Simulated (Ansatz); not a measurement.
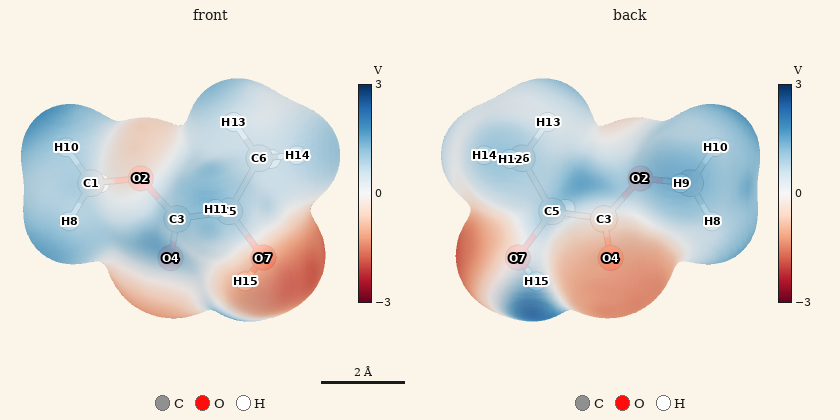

Figure. C4H8O3 (SMILES COC(=O)C(C)O). The molecular electrostatic potential painted on the density surface at 0.004 e/bohr³, seen from the front and from behind; red is negative and blue positive.

Geometry: PBE0-D4/def2-TZVP.

These are results of Ansatz 0.2.0, RKS PBE0-D4/def2-TZVPP, not measurements.

| atom | x (Å) | y (Å) | z (Å) |
| --- | --- | --- | --- |
| C | 0.1847 | -0.4139 | -2.4339 |
| O | 0.5239 | 0.0185 | -1.1173 |
| C | -0.5011 | 0.2144 | -0.2972 |
| O | -1.6561 | 0.0538 | -0.6026 |
| C | -0.0739 | 0.6683 | 1.0822 |
| C | 0.8072 | -0.3689 | 1.7603 |
| O | -1.2126 | 0.9362 | 1.8484 |
| H | -0.4528 | 0.3227 | -2.9244 |
| H | -0.3401 | -1.3694 | -2.3980 |
| H | 1.1284 | -0.5163 | -2.9642 |
| H | 0.5051 | 1.5931 | 0.9452 |
| H | 0.2712 | -1.3154 | 1.8576 |
| H | 1.7267 | -0.5325 | 1.1966 |
| H | 1.0620 | -0.0168 | 2.7605 |
| H | -1.9725 | 0.7261 | 1.2867 |

**Which sites attract a positive test charge, and which a negative one?**

A positive charge is drawn to the negative regions and a negative charge to the positive ones. The most negative region (about −1.8 V) lies over O7, the most positive (about +2.1 V) over H15. O7 is the likeliest acceptor of a hydrogen bond.
